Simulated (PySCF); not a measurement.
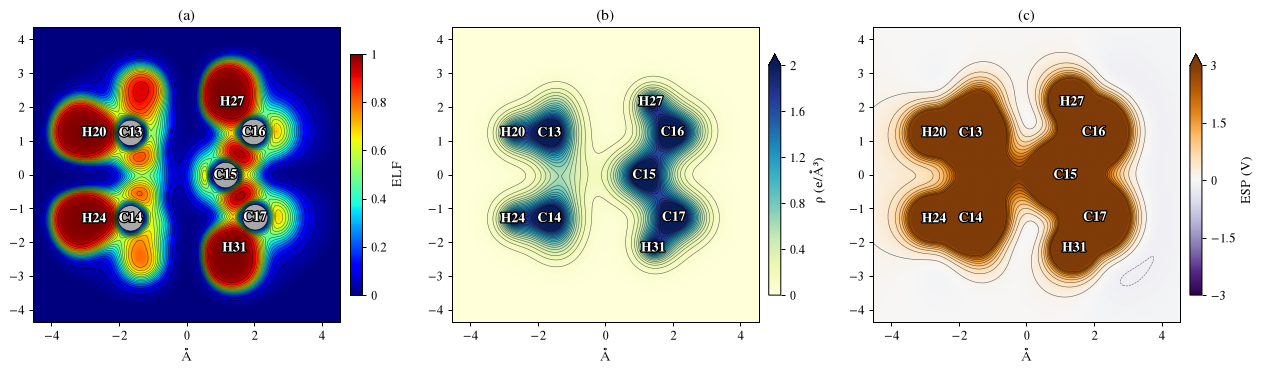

Figure. C$_{8}$H$_{21}$NSi (SiHMe2(NiPr2)). (a) ELF; (b) total electron density; (c) molecular electrostatic potential on the plane of atoms C15, C17 and H31. Grey discs cover the atomic cores in the ELF map.

Geometry: PBE0-D3(BJ)/def2-SVP.

All numbers below come from PySCF 2.14.0, PBE0/pcSseg-1, SCF density, gas phase, non-relativistic.

```xyz
31

Si    0.7566    1.3599    0.5513
H     0.7076    1.4181    2.0460
C     2.5560    1.3157   -0.0010
H     3.0747    0.4566    0.4517
H     3.0907    2.2339    0.2899
H     2.6323    1.2173   -1.0958
C    -0.0617    2.9036   -0.1475
H    -1.1076    2.9747    0.1884
H    -0.0596    2.8961   -1.2489
H     0.4681    3.8127    0.1795
N    -0.0960   -0.0801    0.0573
C    -0.2070   -0.3441   -1.3718
C     0.5480   -1.6007   -1.8048
C    -1.6565   -0.3581   -1.8551
C    -0.6525   -1.0667    0.9762
C     0.4210   -1.7297    1.8374
C    -1.7817   -0.4902    1.8281
H     0.2835    0.5055   -1.8826
H     0.1162   -2.5063   -1.3499
H     0.5082   -1.7305   -2.8974
H     1.6035   -1.5402   -1.5003
H    -2.2216   -1.1889   -1.4032
H    -2.1608    0.5810   -1.5831
H    -1.7103   -0.4797   -2.9482
H    -1.0990   -1.8621    0.3554
H     0.9038   -0.9922    2.4982
H     1.2009   -2.1801    1.2059
H    -0.0067   -2.5191    2.4758
H    -2.2395   -1.2653    2.4629
H    -1.4072    0.3058    2.4907
H    -2.5648   -0.0574    1.1883
```

Interpret the plot.

Answer. Atoms in the plane: C and H.
C–C (1.53 Å): the density is about 1.7 e/Å³ at the midpoint; the ELF peaks at about 0.95 between the atoms, as expected for localised, covalent bonding.
C–H (1.10 Å): the density is about 1.9 e/Å³ at the midpoint; the ELF climbs to about 1 towards the hydrogen, as it does in any bond to H: an ordinary covalent bond to hydrogen.
The potential has no marked negative region in this plane.
